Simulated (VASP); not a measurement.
Band structure of PtSe₂ (1T layered). Calculation: MS2 meta-GGA, VASP's PBE PAW potentials (set 64) (plane waves; VASP).

Unless said otherwise, spin-orbit coupling is left out, though it shifts the bands of the heavy elements here.

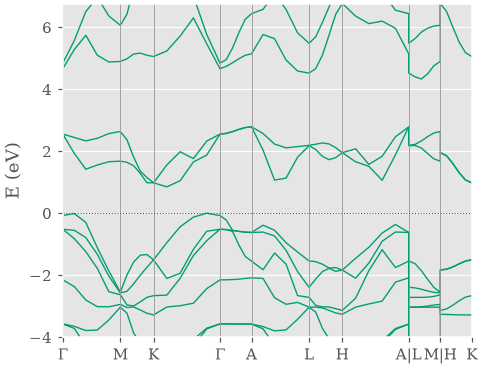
Figure. Bands along high-symmetry lines, zero at the valence-band maximum or, without a gap, the Fermi level

Question: Read the plot: is there a gap, and where are the band edges?

Answer: The gap is indirect, 0.74 eV, from the valence maximum at K-Γ at 0.80 to the conduction minimum at (0.00, 0.25, 0.40).

The compound is PtSe2 in the 1T layered structure. It was relaxed first, which changed the volume by +13 %.
